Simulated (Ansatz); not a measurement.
# H₅OPSSi: small, medium and large basis sets

How large a basis does H₅OPSSi need? Two functionals are run in growing sets.

The runs use Ansatz 0.2.0, Gaussian basis; one geometry, several basis sets.

Plan: PBE0-D4/def2-SVP; ωB97M-V/def2-SVP; PBE0-D4/def2-QZVPP; ωB97M-V/def2-QZVPP; the functionals' def2-TZVPP values are taken from earlier runs.

**1. Structure used throughout**

All runs share one geometry, relaxed beforehand with PBE0-D4 in a triple-zeta def2 set.

SMILES `O[SiH2]PS`, 9 atoms, charge 0, spin multiplicity 1.

Atoms are counted from 1 here; the program's logs count them from 0.

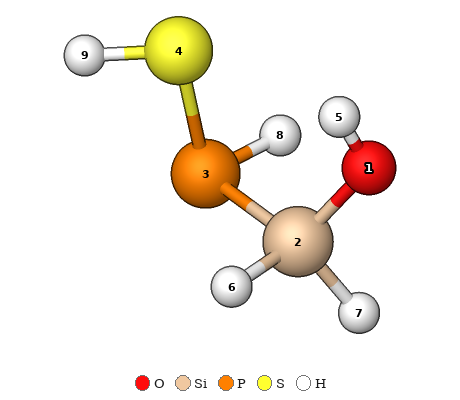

The geometry (oxygen red, silicon light orange, phosphorus orange, sulfur yellow, hydrogen white); atoms are numbered from 1 in the order of the file.

**2. PBE0-D4 in def2-SVP**

in.yaml

```yaml
crystal:
  periodic: [false, false, false]
  atoms:
    - {symbol: O, position_ang: [-0.335956, 0.478955, -1.765706]}
    - {symbol: Si, position_ang: [0.886647, 0.379423, -0.669577]}
    - {symbol: P, position_ang: [0.420003, -0.933047, 1.105954]}
    - {symbol: S, position_ang: [-1.597765, -0.271183, 1.290313]}
    - {symbol: H, position_ang: [-1.170590, 0.819437, -1.435005]}
    - {symbol: H, position_ang: [1.207233, 1.710971, -0.088849]}
    - {symbol: H, position_ang: [2.052874, -0.174084, -1.398915]}
    - {symbol: H, position_ang: [0.137443, -2.103439, 0.353244]}
    - {symbol: H, position_ang: [-1.511289, 0.046766, 2.591342]}
basis:
  gaussian: {orbitals: def2-SVP}
hamiltonian: {xc: pbe0, dispersion: d4}
output: {orbitals: {seedname: orbitals}}
```

The run is started by

```bash
$ ansatz run in.yaml --threads 2 --pin off --events-out ev --progress --plain --max-ram 4352MiB
```

After this run come: ωB97M-V in def2-SVP; PBE0-D4 in def2-QZVPP; ωB97M-V in def2-QZVPP.

Before running them: what should the planned runs give, taken together? Wanted: PBE0-D4: double and triple zeta above quadruple; ωB97M-V: double and triple zeta above quadruple.

**Answer**, as computed:

| quantity | value |
| --- | --- |
| PBE0-D4: double and triple zeta above quadruple | 13.69, 1.03 eV |
| ωB97M-V: double and triple zeta above quadruple | 13.70, 0.97 eV |

For PBE0-D4 the step from double to triple zeta gains 12.67 eV and the next only 1.03 eV. These are total energies; as a rule much of such shifts cancels in differences, which this series doesn't test. The LUMO of ωB97M-V is positive and keeps falling with the basis (1.56 to 0.72 eV): an unbound level that the basis holds in place.
